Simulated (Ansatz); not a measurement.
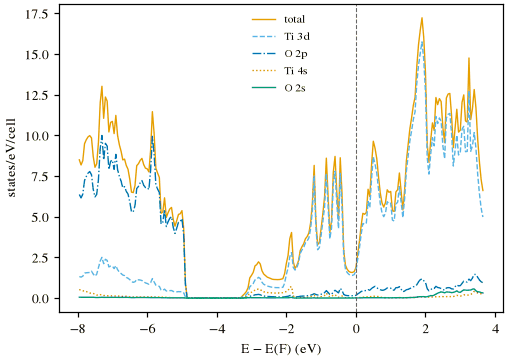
Fig. 1. Total and projected density of states of TiO in space group C2/m (No. 12; Pearson symbol mS20), r²SCAN (plane waves, PAW; program Ansatz)

Task: Which orbitals carry the states next to the Fermi level?

Result: Within 0.5 eV of the Fermi level: Ti 3d 89 %, O 2p 8 %. Projections are on Löwdin-orthogonalised atomic valence shells; empty p or d shells of many metals are not among them.

Task: Where is the tallest occupied peak in this window, and what makes it?

Result: Near -7.3 eV, about 13 states/eV per cell; the largest projected share is O 2p.

The workflow started from an entry of the Crystallography Open Database (COD), which files this formula under 2 space groups. Whether it is the stable phase at ambient conditions was not checked. The r²SCAN relaxation kept the symmetry of its start; its stability against distortions is not shown here. The run is not spin-polarised. Without spin polarisation and U, an open-shell compound can come out a false metal.

Potentials: the later of the program's two PAW sets.
